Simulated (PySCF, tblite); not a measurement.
# C6H10FNSi: geometry, infrared bands and NMR shifts

Aim: predict the infrared bands and NMR shifts of C6H10FNSi (`C[C@@H](F)[C@@H]1CC[Si@H]1C#N`).

Computed with tblite 0.8.0 and PySCF 2.14.0, with density-fitted response routines of our own, on a single molecule in the gas phase. Atoms are numbered from 0 throughout.

### Step 1. The starting structure

19 atoms, charge 0, multiplicity 1; geometry from: force field or distance geometry start.

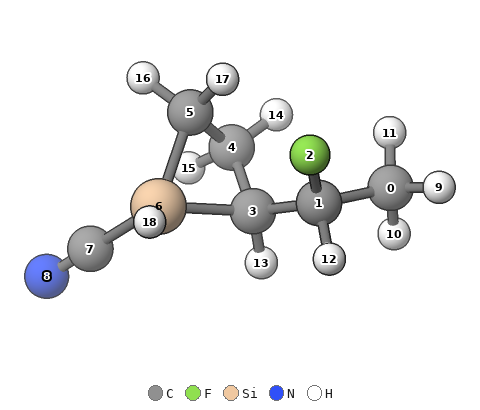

As it starts; carbon grey, fluorine green, silicon light orange, nitrogen blue, hydrogen white, atoms numbered; sticks join atoms by distance.

### Step 2. Geometry optimisation with GFN2-xTB

What the job is given:

```
{"job": {"kind": "relax", "xc": "GFN2-xTB", "basis": "xTB"}, "charge": 0, "multiplicity": 1}
C      2.221200    -0.380500    -1.028600
C      1.047700    -1.005000    -0.276000
F      1.372500    -1.374700     1.015500
C     -0.192400    -0.184500    -0.434300
C     -0.192600     1.219700     0.045200
C     -0.478800     0.750700     1.427400
Si    -1.604200    -0.503300     0.701400
C     -3.143000     0.133200     0.008700
N     -4.129500     0.514700    -0.424200
H      3.097400    -1.056900    -0.971500
H      1.863300    -0.238800    -2.070600
H      2.538400     0.582000    -0.589700
H      0.877800    -1.984000    -0.802000
H     -0.496300    -0.215700    -1.511400
H      0.704800     1.847700    -0.128900
H     -1.126100     1.726500    -0.338400
H     -1.053400     1.565000     1.960100
H      0.369300     0.403700     2.047700
H     -1.685800    -1.790700     1.362200
```

Started as:

```
$ OMP_NUM_THREADS=1 python probes_run.py task.json out
```

This one command runs all jobs of the session in turn.

Output:

```text
step      E/eV     max force
  0    -740.41810    4.947
  1    -740.93184    1.505
  2    -741.05281    3.021
  3    -741.25649    1.235
  4    -741.32905    0.588
  5    -741.39067    0.550
  6    -741.42508    0.463
  7    -741.45437    0.441
  8    -741.47622    0.425
  9    -741.49211    0.359
 10    -741.50357    0.383
 11    -741.51399    0.322
 12    -741.52445    0.265
 13    -741.53566    0.263
 14    -741.54545    0.235
 15    -741.55262    0.265
 16    -741.55832    0.239
 17    -741.56375    0.191
 18    -741.56906    0.182
 19    -741.57412    0.179
 20    -741.57882    0.169
 21    -741.58342    0.172
 22    -741.58824    0.167
 23    -741.59308    0.178
 24    -741.59745    0.150
 25    -741.60120    0.147
 26    -741.60468    0.158
 27    -741.60838    0.146
 28    -741.61267    0.178
 29    -741.61768    0.214
 30    -741.62290    0.174
 31    -741.62775    0.141
 32    -741.63223    0.164
 33    -741.63617    0.157
 34    -741.63895    0.108
 35    -741.64048    0.088
 36    -741.64132    0.153
 37    -741.64246    0.116
 38    -741.64443    0.092
 39    -741.64608    0.119
 40    -741.64779    0.109
 41    -741.64896    0.076
 42    -741.65052    0.079
 43    -741.65199    0.095
 44    -741.65350    0.120
 45    -741.65521    0.093
 46    -741.65728    0.128
 47    -741.66004    0.121
 48    -741.66259    0.168
 49    -741.66502    0.115
 50    -741.66659    0.163
 51    -741.66813    0.116
 52    -741.66878    0.060
 53    -741.66926    0.059
 54    -741.66975    0.051
 55    -741.67025    0.048
 56    -741.67065    0.053
 57    -741.67101    0.049
 58    -741.67135    0.040
 59    -741.67169    0.039
 60    -741.67202    0.043
 61    -741.67234    0.050
 62    -741.67273    0.061
 63    -741.67327    0.068
 64    -741.67390    0.057
 65    -741.67448    0.056
 66    -741.67494    0.074
 67    -741.67539    0.064
 68    -741.67590    0.084
 69    -741.67654    0.059
 70    -741.67726    0.058
 71    -741.67797    0.064
 72    -741.67869    0.069
 73    -741.67956    0.065
 74    -741.68048    0.089
 75    -741.68149    0.121
 76    -741.68252    0.180
 77    -741.68359    0.133
 78    -741.68454    0.211
 79    -741.68569    0.078
 80    -741.68691    0.110
 81    -741.68815    0.104
 82    -741.68889    0.057
 83    -741.68960    0.105
 84    -741.69038    0.074
 85    -741.69159    0.078
 86    -741.69224    0.090
 87    -741.69318    0.063
 88    -741.69376    0.059
 89    -741.69431    0.047
 90    -741.69475    0.045
 91    -741.69545    0.039
 92    -741.69605    0.040
 93    -741.69656    0.059
 94    -741.69697    0.059
 95    -741.69736    0.063
 96    -741.69777    0.049
 97    -741.69823    0.059
 98    -741.69883    0.082
 99    -741.69967    0.079
100    -741.70046    0.072
101    -741.70155    0.064
102    -741.70268    0.071
103    -741.70304    0.123
104    -741.70412    0.075
105    -741.70466    0.054
106    -741.70537    0.047
107    -741.70562    0.048
108    -741.70592    0.044
109    -741.70609    0.039
110    -741.70627    0.039
111    -741.70641    0.021
112    -741.70649    0.026
113    -741.70654    0.017
114    -741.70660    0.018
115    -741.70670    0.024
116    -741.70681    0.022
117    -741.70690    0.019
118    -741.70698    0.021
119    -741.70707    0.025
120    -741.70717    0.027
121    -741.70730    0.024
122    -741.70744    0.023
123    -741.70757    0.022
124    -741.70768    0.022
125    -741.70776    0.022
126    -741.70784    0.031
127    -741.70795    0.034
128    -741.70807    0.027
129    -741.70819    0.029
130    -741.70830    0.033
131    -741.70842    0.052
132    -741.70858    0.068
133    -741.70879    0.063
134    -741.70903    0.045
135    -741.70923    0.023
136    -741.70936    0.023
137    -741.70945    0.032
138    -741.70953    0.017
139    -741.70959    0.019
140    -741.70963    0.017
141    -741.70965    0.017
142    -741.70966    0.006
```

It took 2 s on 1 thread of Arm Neoverse N1, shared host; peak memory 0.18 GiB.

Along the way: (not every step is listed)

```csv
step,energy from step 0 (eV),largest force (eV/Å)
0,0.0000,4.9473
1,-0.5137,1.5047
2,-0.6347,3.0205
3,-0.8384,1.2352
4,-0.9110,0.5883
5,-0.9726,0.5496
6,-1.0070,0.4635
7,-1.0363,0.4405
8,-1.0581,0.4248
20,-1.1607,0.1686
32,-1.2141,0.1642
44,-1.2354,0.1196
56,-1.2526,0.0527
68,-1.2578,0.0840
80,-1.2688,0.1102
92,-1.2780,0.0404
104,-1.2860,0.0755
116,-1.2887,0.0222
128,-1.2900,0.0270
137,-1.2913,0.0315
138,-1.2914,0.0168
139,-1.2915,0.0188
140,-1.2915,0.0168
141,-1.2916,0.0175
142,-1.2916,0.0064
```

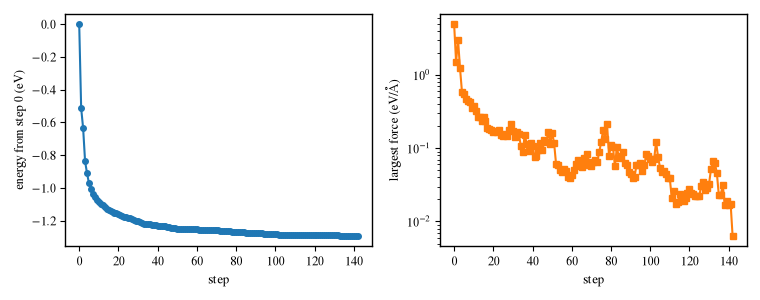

Energy and largest force along the relaxation.

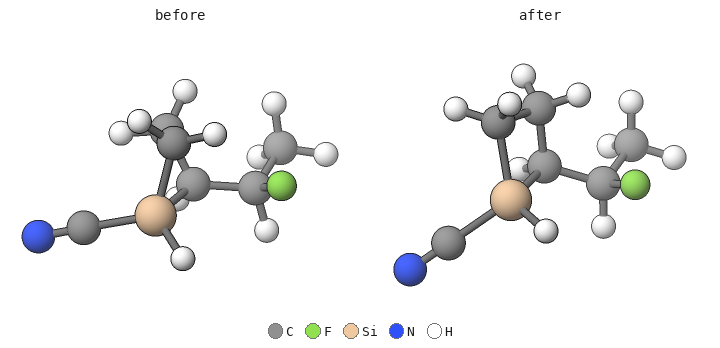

The geometry before (left) and after (right).

Close pairs (by a distance rule), those that changed most:

```csv
bond,before (Å),after (Å),change (Å)
C3–Si6,1.840,1.924,+0.084
C5–Si6,1.835,1.910,+0.075
Si6–C7,1.804,1.867,+0.064
C3–C4,1.484,1.546,+0.062
C4–C5,1.487,1.544,+0.056
C5–H16,1.130,1.089,-0.041
C4–H15,1.129,1.089,-0.040
C3–H13,1.120,1.092,-0.028
```

The next job starts from the end point, and lists it.

### Step 3. Vibrational analysis with GFN2-xTB

What the job is given:

```
{"job": {"kind": "ir", "xc": "GFN2-xTB", "basis": "xTB"}, "charge": 0, "multiplicity": 1}
C      2.162032    -0.495673    -1.357536
C      0.947562    -1.048545    -0.626592
F      1.362280    -1.555472     0.601265
C     -0.142480    -0.020173    -0.382657
C      0.272247     1.196610     0.476539
C     -0.950070     1.292982     1.414146
Si    -1.521304    -0.452145     0.887898
C     -3.225418    -0.569962     0.134182
N     -4.272108    -0.643518    -0.325519
H      2.931550    -1.260650    -1.430949
H      1.874350    -0.183957    -2.357423
H      2.569676     0.357572    -0.821750
H      0.537768    -1.913077    -1.167404
H     -0.525518     0.293332    -1.355646
H      1.166940     0.960974     1.051006
H      0.457984     2.102651    -0.099113
H     -1.628962     2.092086     1.119753
H     -0.692739     1.450506     2.458403
H     -1.333596    -1.594290     1.773936
```

Output:

```text
mode    cm-1     km/mol
  1      50.6      6.28
  2      65.0      7.78
  3     100.2      3.49
  4     104.6      2.51
  5     175.8      8.39
  6     187.1      0.70
  7     228.0      2.34
  8     292.7      2.31
  9     313.6      1.75
 10     329.3      4.07
 11     427.1      7.76
 12     463.9     15.39
 13     530.9     92.53
 14     593.6     24.25
 15     609.1     19.60
 16     658.0     83.37
 17     689.6     47.76
 18     720.2     57.40
 19     782.5     91.43
 20     869.2     42.15
 21     897.2     14.78
 22     949.6      5.55
 23     993.0      6.83
 24    1025.6      3.20
 25    1037.6     28.40
 26    1047.2     22.74
 27    1119.7     10.09
 28    1154.2     39.59
 29    1161.3      2.25
 30    1186.9      9.27
 31    1218.7      3.00
 32    1260.5      3.94
 33    1295.9      5.87
 34    1302.5     22.38
 35    1315.2     12.38
 36    1398.8     12.11
 37    1462.4      1.98
 38    1476.3      2.13
 39    1485.4      3.20
 40    1493.6      1.34
 41    2318.1    265.71
 42    2349.2     39.08
 43    2894.0     48.57
 44    2961.6     22.40
 45    2988.2     13.92
 46    3001.5     56.49
 47    3009.9     27.06
 48    3020.9     34.46
 49    3040.7     24.31
 50    3051.6     15.71
 51    3053.7     22.39
```

Wall time 1.4 s (1 thread of Arm Neoverse N1, shared host); peak memory 0.18 GiB.

The strongest bands and the atoms that carry them (share of the mass-weighted mode):

```csv
cm⁻¹,km/mol,atoms
531,92.5,H18 67 %
658,83.4,"Si6 25 %, H18 21 %, C3 11 %"
690,47.8,"C5 22 %, Si6 20 %, C3 15 %, H16 15 %"
720,57.4,"H16 18 %, H17 17 %, C3 15 %, Si6 11 %"
782,91.4,"C5 30 %, Si6 30 %, H17 14 %"
2318,265.7,H18 96 %
2894,48.6,H12 93 %
3002,56.5,"H15 45 %, H16 42 %"
```

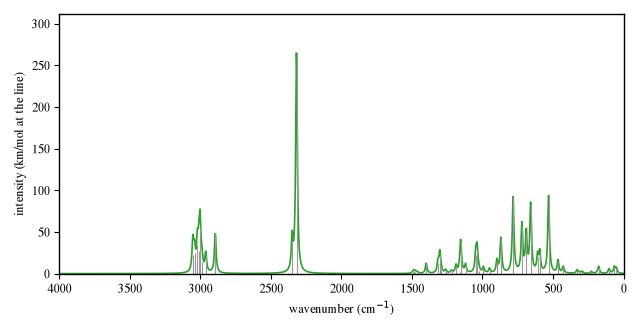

The infrared spectrum from these modes, unscaled. Lines are broadened to a width of 14 cm⁻¹ (Lorentzian).

### Step 4. Shielding tensors: PBE0/pcSseg-1

The job, as its differences from that of step 3:

```diff
@@ -1,2 +1,2 @@
-{"job": {"kind": "ir", "xc": "GFN2-xTB", "basis": "xTB"}, "charge": 0, "multiplicity": 1}
+{"job": {"kind": "nmr", "xc": "PBE0", "basis": "pcSseg-1"}, "charge": 0, "multiplicity": 1}
 C      2.162032    -0.495673    -1.357536
```

With the program's defaults for keys left out, this is: GIAO PBE0/pcSseg-1 NMR shielding, non-relativistic, gas phase.

Output:

```text
coarse grid: 16488 points
cycle   1  E = -677.9518202641  dE =  9.801e-01  |g| = 6.616e-01  |ddm| = 3.925e+00
cycle   2  E = -677.8154354260  dE =  1.364e-01  |g| = 1.057e+00  |ddm| = 1.246e+00
cycle   3  E = -678.0359596821  dE = -2.205e-01  |g| = 2.409e-01  |ddm| = 7.969e-01
cycle   4  E = -678.0476460213  dE = -1.169e-02  |g| = 6.580e-02  |ddm| = 1.598e-01
cycle   5  E = -678.0484891708  dE = -8.431e-04  |g| = 1.753e-02  |ddm| = 4.995e-02
cycle   6  E = -678.0485527900  dE = -6.362e-05  |g| = 3.690e-03  |ddm| = 1.613e-02
cycle   7  E = -678.0485555487  dE = -2.759e-06  |g| = 1.099e-03  |ddm| = 4.174e-03
final grid: 155496 points
cycle   8  E = -678.1088838248  dE = -4.283e-05  |g| = 1.028e-02  |ddm| = 3.093e-02
cycle   9  E = -678.1088618477  dE =  2.198e-05  |g| = 1.441e-02  |ddm| = 2.043e-02
cycle  10  E = -678.1089088932  dE = -4.705e-05  |g| = 1.778e-03  |ddm| = 1.209e-02
cycle  11  E = -678.1089094307  dE = -5.376e-07  |g| = 7.912e-04  |ddm| = 1.454e-03
cycle  12  E = -678.1089095562  dE = -1.255e-07  |g| = 2.199e-04  |ddm| = 5.417e-04
cycle  13  E = -678.1089095653  dE = -9.106e-09  |g| = 4.237e-05  |ddm| = 1.556e-04
cycle  14  E = -678.1089095657  dE = -3.679e-10  |g| = 1.309e-05  |ddm| = 5.831e-05
converged SCF energy = -678.1089095657

GIAO shielding tensors (ppm)
atom      isotropic    diamagn.    paramagn.     s11        s22        s33       span
  0 C      165.671     248.580     -82.909    144.936    165.104    186.973     42.038
  1 C       93.961     240.888    -146.927     59.650     81.658    140.575     80.925
  2 F      381.004     477.275     -96.272    326.108    391.675    425.227     99.119
  3 C      145.030     256.131    -111.100    126.167    145.423    163.502     37.335
  4 C      165.993     251.608     -85.615    147.724    169.204    181.051     33.327
  5 C      175.289     255.015     -79.726    156.857    175.666    193.345     36.488
  6 Si     388.883     879.638    -490.755    346.379    390.965    429.306     82.927
  7 C       61.487     262.153    -200.666    -53.413    -51.913    289.787    343.200
  8 N      -99.222     337.459    -436.681   -293.369   -286.642    282.346    575.715
  9 H       30.081      27.903       2.178     25.840     27.470     36.932     11.092
 10 H       30.978      29.781       1.197     26.475     28.880     37.578     11.103
 11 H       30.245      30.705      -0.460     25.963     30.903     33.869      7.905
 12 H       26.804      30.590      -3.786     25.042     25.351     30.020      4.978
 13 H       29.483      34.672      -5.189     26.605     29.325     32.517      5.912
 14 H       29.223      33.154      -3.932     25.206     29.891     32.572      7.366
 15 H       29.419      32.476      -3.057     24.357     28.031     35.868     11.511
 16 H       29.902      30.414      -0.512     26.527     27.363     35.817      9.290
 17 H       30.240      29.796       0.444     25.728     27.421     37.571     11.842
 18 H       26.568      28.040      -1.471     23.107     25.903     30.695      7.588
```

Wall time 88 s (1 thread of Arm Neoverse N1, shared host); peak memory 0.94 GiB.

Shifts follow as δ = σ(reference) − σ, with reference shieldings (ppm) from runs at the same level and on the same kind of geometry: ¹H TMS 31.72, ¹³C TMS 186.9, ²⁹Si TMS 349.2, ¹⁹F CFCl3 170.9, ¹⁵N NH3 267.7. The references are single molecules in the gas phase, so shifts against H2O, NH3, PH3, H3PO4 or CFCl3 are not on the usual liquid scales and can be off by tens of ppm. Atoms listed in one row are averaged.

```csv
atoms,environment,σ (ppm),δ (ppm),δ scaled to CDCl3
C7,nitrile carbon,61.5,125.4,120.5
C1,sp3 CH bonded to F,94.0,93.0,88.8
C3,sp3 CH bonded to Si,145.0,41.9,39.0
C0,methyl carbon,165.7,21.3,18.8
C4,sp3 CH2 in a ring,166.0,20.9,18.5
C5,sp3 CH2 bonded to Si,175.3,11.6,9.4
H18,"hydrogen on a silicon bonded to 3 C, in a 4-membered ring",26.57,5.15,–
H12,hydrogen on an sp3 CH bonded to F,26.80,4.91,4.74
H14,hydrogen on an sp3 CH2 in a ring,29.22,2.49,2.46
H15,hydrogen on an sp3 CH2 in a ring,29.42,2.30,2.27
H13,hydrogen on an sp3 CH bonded to Si,29.48,2.23,2.21
H16,hydrogen on an sp3 CH2 bonded to Si,29.90,1.81,1.82
H17,hydrogen on an sp3 CH2 bonded to Si,30.24,1.48,1.50
"H9, H10, H11",hydrogen on a methyl carbon,30.43,1.28,1.31
F2,fluorine on an sp3 carbon,381.0,-210.1,–
Si6,"silicon bonded to 3 C, H, in a 4-membered ring",388.9,-39.7,–
N8,nitrile nitrogen,-99.2,367.0,–
```

The scaled column applies a straight-line fit of computed shieldings to shifts measured in CDCl3, and one for carbons that bear F (root-mean-square error 0.16 ppm for H, 1.9 ppm for C).

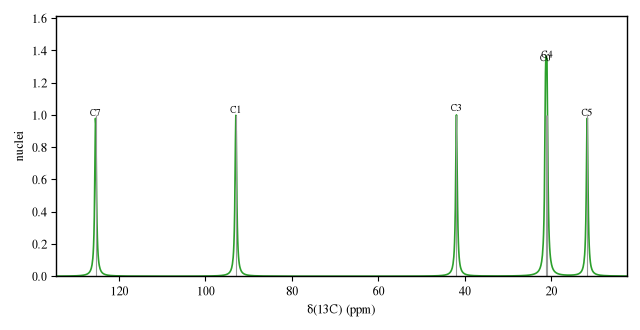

¹³C lines at the computed shifts, without couplings. Lines are broadened to a width of 0.46 ppm (Lorentzian).

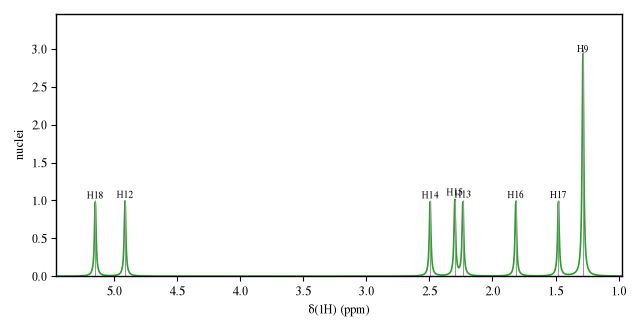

¹H lines at the computed shifts, without couplings. Lines are broadened to a width of 0.02 ppm (Lorentzian).

The run also stored atomic charges by several schemes (e):

```csv
atoms,Mulliken,IAO,Hirshfeld,ESP fit
C0,-0.24,-0.44,-0.12,-0.32
C1,0.16,0.19,0.06,0.30
F2,-0.34,-0.34,-0.11,-0.27
C3,-0.56,-0.39,-0.12,-0.23
C4,-0.18,-0.26,-0.07,0.07
C5,-0.51,-0.53,-0.15,-0.38
Si6,0.89,0.87,0.41,0.45
C7,-0.20,-0.16,-0.04,0.13
N8,-0.20,-0.20,-0.20,-0.38
```

ESP fit charges:

C0 -0.32; C1 0.30; F2 -0.27; C3 -0.23; C4 0.07; C5 -0.38; Si6 0.45; C7 0.13; N8 -0.38; H9 0.11; H10 0.09; H11 0.08; H12 0.02; H13 0.09; H14 0.06; H15 0.02; H16 0.12; H17 0.10; H18 -0.06

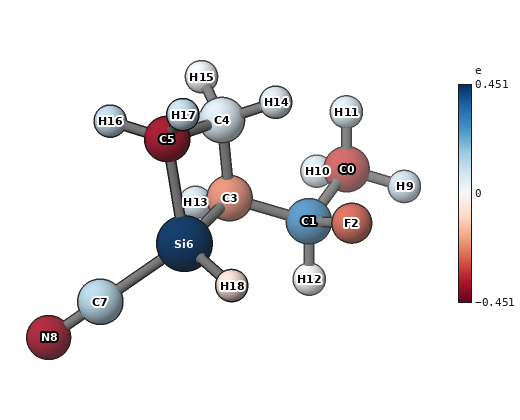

ESP fit charges, as colours on the atoms.

Mayer bond orders: C0–C1 1.04, C1–F2 0.85, C1–C3 1.01, C3–C4 0.97, C4–C5 1.01, C5–Si6 0.95, Si6–C7 0.82, C7–N8 2.92, Si6–C3 0.88.

Ring of atoms C3, C4, C5, Si6: NICS(0) -0.2, NICS(1) -1.0, NICS(1)zz 4.8 ppm (means of both faces).

The fields below are evaluated on a grid from the run's orbitals.

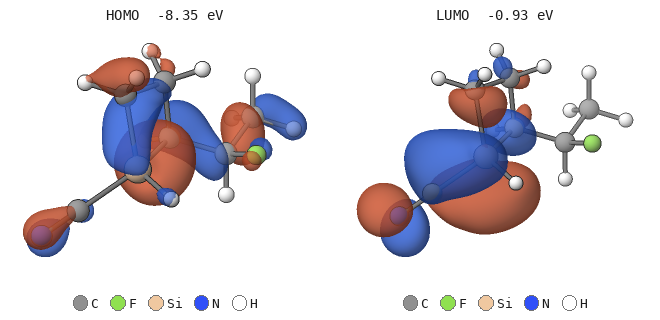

PBE0/pcSseg-1 orbitals near the gap, drawn at the value that encloses 70 % of each; the two colours are the two signs.

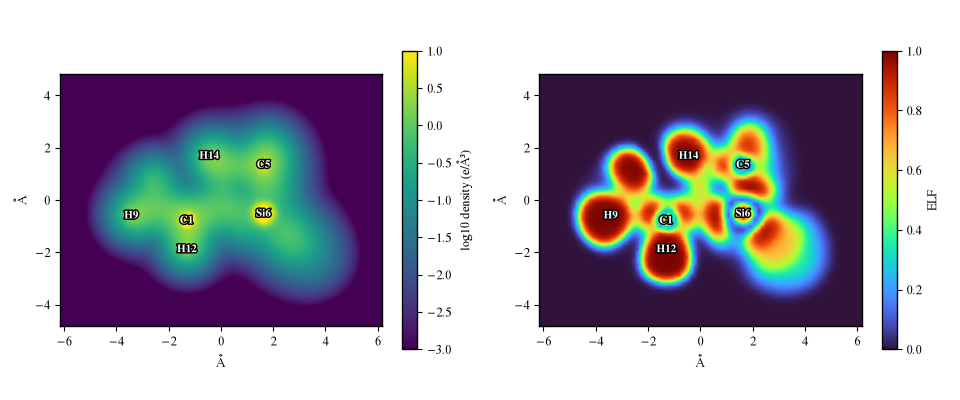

Density (left) and ELF (right) in a plane through or near 6 of the atoms.

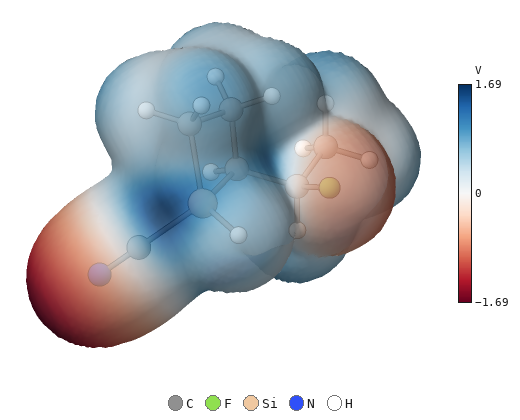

The potential that a unit positive charge feels on the 0.002 e/bohr³ surface, from -1.69 V near N8 to 1.37 V near Si6.

### Step 5. Results

```
                                                              quantity                                               value
                             strongest single infrared mode (GFN2-xTB)                               2318 cm⁻¹, 266 km/mol
                                          zero-point energy (GFN2-xTB)                                       91.7 kcal/mol
                                ¹³C shifts against TMS (PBE0/pcSseg-1)             125.4, 93.0, 41.9, 21.3, 20.9, 11.6 ppm
¹H shifts against TMS (PBE0/pcSseg-1, means over atoms taken as alike)  5.15, 4.91, 2.49, 2.30, 2.23, 1.81, 1.48, 1.28 ppm
                              ¹⁹F shifts against CFCl3 (PBE0/pcSseg-1)                                          -210.1 ppm
                               ²⁹Si shifts against TMS (PBE0/pcSseg-1)                                           -39.7 ppm
                                ¹⁵N shifts against NH3 (PBE0/pcSseg-1)                                           367.0 ppm
                                 surface potential, least and greatest                                  -1.69 V and 1.37 V
```

**Reading.** The optimisation took 142 steps and gained 1.292 eV; among the close pairs (by a distance rule), C3–Si6 changed most, from 1.840 to 1.924 Å. All 51 modes are real, so the xTB geometry is a minimum. The strongest single mode, at 2318 cm⁻¹, moves mainly H18. GFN2-xTB is a fitted tight-binding method: band positions and strengths are rough. Its intensities can rank the bands wrongly. C7 (nitrile carbon) lies farthest downfield among carbon, at 125.4 ppm; this is the usual window of a C≡N carbon, which has no attached hydrogen. At PBE0/pcSseg-1: The widest tensor belongs to N8: span 576 ppm, with a paramagnetic part of -437 ppm. By nearest atom (PBE0/pcSseg-1), the HOMO sits on C3 30 %; Si6 17 % and the LUMO on C7 22 %; Si6 21 %.
